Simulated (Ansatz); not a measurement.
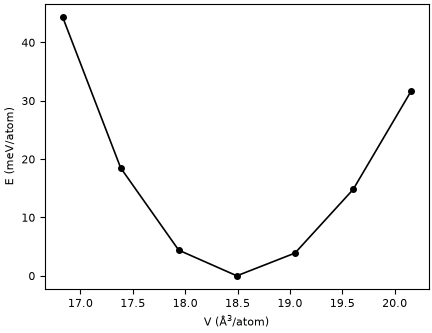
*BiB in space group P-6m2 (No. 187; B on 1a, Bi on 1f) under volume change, PBEsol (plane waves, PAW; program Ansatz), shape and atoms relaxed at each volume.*

Task: What does a third-order Birch–Murnaghan fit give for V₀, B₀ and B′?

Result: V₀ = 18.49 Å³/atom, B₀ = 79.7 GPa, B′ = 4.7.

The cell is a constructed one: a structure type filled with these elements; neither database checked (COD, Materials Project) lists it. Whether it is the stable phase at ambient conditions was not checked. Symmetry was held in the PBEsol relaxation; of distortions, only those at the zone centre were tested. Scalar-relativistic: spin–orbit coupling is off unless named, which matters more the heavier the elements.

Potentials: the later of the program's two PAW sets.
